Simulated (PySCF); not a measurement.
**C5H16Si2 (SMILES CC(C)(C)C([SiH3])[SiH3]): density, localisation and related maps**

Input

```
{"job": {"kind": "nmr", "xc": "PBE0", "basis": "pcSseg-1"}, "charge": 0, "multiplicity": 1}
C     -1.249090    -1.531315     0.102700
C     -0.735501    -0.092220     0.216645
C     -1.213852     0.704494    -1.000492
C     -1.322721     0.526974     1.488948
C      0.821124    -0.076673     0.304989
Si     1.730033    -1.241400    -0.887743
Si     1.647621     1.625730     0.154072
H     -0.933674    -2.006080    -0.840950
H     -0.882046    -2.154534     0.933664
H     -2.350140    -1.552627     0.125162
H     -0.943589     1.770344    -0.921276
H     -0.781597     0.315814    -1.935504
H     -2.310264     0.652648    -1.090299
H     -2.423643     0.525060     1.449975
H     -1.014654    -0.040052     2.381968
H     -0.997175     1.569538     1.621988
H      1.115204    -0.441439     1.308901
H      1.594569    -2.677775    -0.495463
H      1.236453    -1.085202    -2.290992
H      3.187465    -0.899883    -0.874146
H      3.017022     1.547718     0.748488
H      0.893183     2.705195     0.864603
H      1.789910     2.032496    -1.279322
```

Run with:

```sh
OMP_NUM_THREADS=1 python probes_run.py task.json out
```

Geometry: PBE0-D3(BJ)/def2-SVP.

Computed with PBE0/pcSseg-1, SCF density, gas phase, non-relativistic in PySCF 2.14.0.

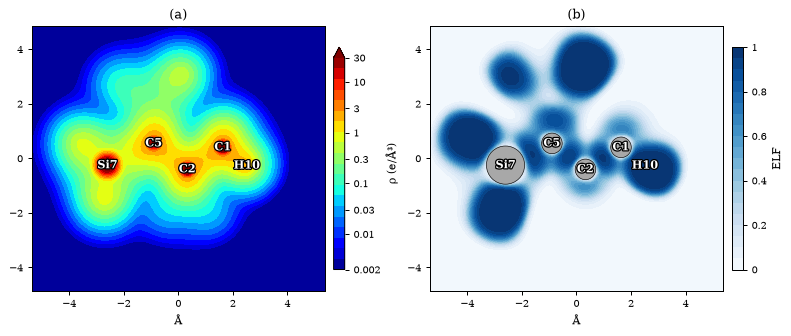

Figure 1. (a) electron density; (b) ELF on the plane of atoms C2, C1 and H10. Grey discs cover the atomic cores in the ELF map.

> Interpret the plot.

Atoms in the plane: C, Si and H. C–C (1.53 Å): ρ at the midpoint is about 1.6 e/Å³; the ELF peaks at about 0.95 between the atoms; localised, covalent bonding. C–Si (1.90 Å): the density is about 0.9 e/Å³ at the midpoint; the ELF peaks at about 0.95 between the atoms: a shared electron pair. C–H (1.10 Å): ρ is about 1.9 e/Å³ halfway; the ELF climbs to about 1 towards the hydrogen, as it does in any bond to H; a covalent bond by its length.

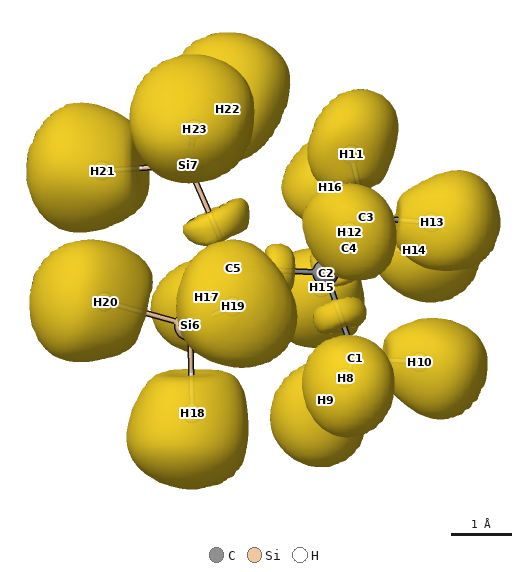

Figure 2. Isosurface of the ELF at 0.8 (yellow), seen at a tilt. Core shells and regions of very low density are left out.

> What do the ELF domains correspond to?

The surface consists of four regions between bonded C–C atoms (shared pairs), two regions between bonded C–Si atoms (shared pairs) and 16 regions around hydrogen nuclei.

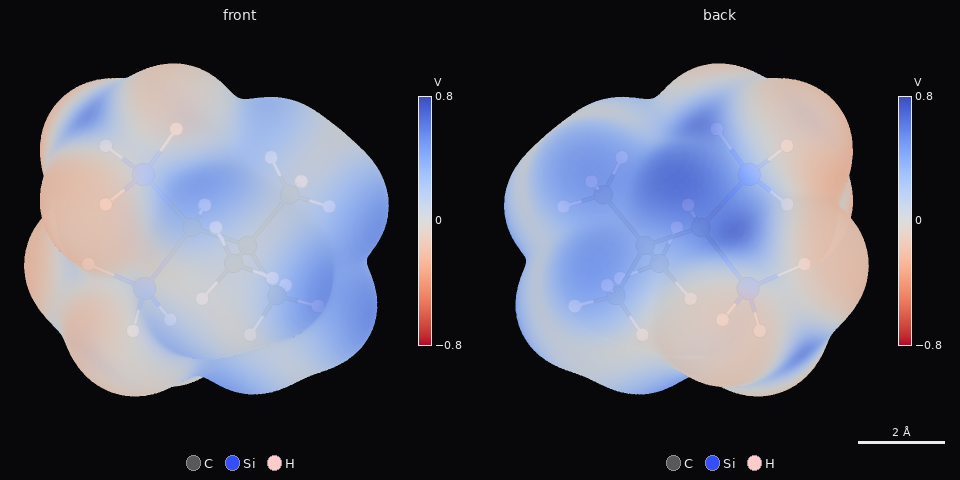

Figure 3. The molecular electrostatic potential painted on the density surface at 0.001 e/bohr³, seen from the front and from behind; red is negative and blue positive.

> Which sites attract a positive test charge, and which a negative one?

A positive charge is drawn to the negative regions and a negative charge to the positive ones. The most negative region (about −0.2 V) lies over H20, H21 and H23, the most positive (about +0.6 V) over Si6 and H17.

> What dipole moment does the calculation give?

Its dipole moment is 1.29 D.
